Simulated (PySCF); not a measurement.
Si(GeH3)(Me)2(OMe), C3H12GeOSi, SMILES [GeH3][Si](OC)(C)C at its GFN2-xTB optimised geometry (Å):

```
18

C     -0.8187    -2.5210     1.9713
O     -1.1646    -1.2954     1.4035
Si    -0.6082    -0.6783     0.0000
C     -1.1978    -1.6885    -1.5097
C     -1.3275     1.0734     0.0000
Ge     1.7509    -0.6783     0.0000
H     -1.3550    -3.3363     1.4794
H      0.2577    -2.7042     1.8826
H     -1.0914    -2.4974     3.0267
H     -0.8804    -1.2260    -2.4397
H     -0.7873    -2.6960    -1.4906
H     -2.2808    -1.7734    -1.5355
H     -2.4113     1.0615     0.0305
H     -1.0229     1.5993    -0.8987
H     -0.9769     1.6422     0.8550
H      2.4222    -1.0288     1.3010
H      2.4113     0.6203    -0.3560
H      2.4027    -1.6422    -0.9536
```

Calculation: PBE0/def2-SVP (PySCF 2.14.0). Cells within 0.4 Å of a nucleus heavier than hydrogen are left out (blank, or x).

Map of the HOMO amplitude (bohr^(-3/2)) on the plane z = 1.2 Å; orbital energy -7.42 eV, overall sign arbitrary:

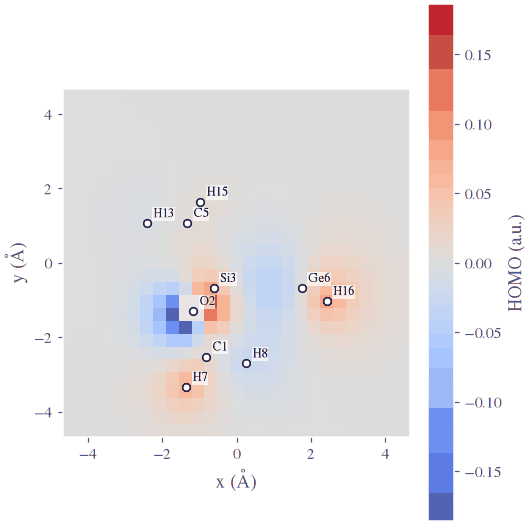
Fig. 1. HOMO amplitude (bohr^(-3/2)) on the plane z = 1.2 Å.
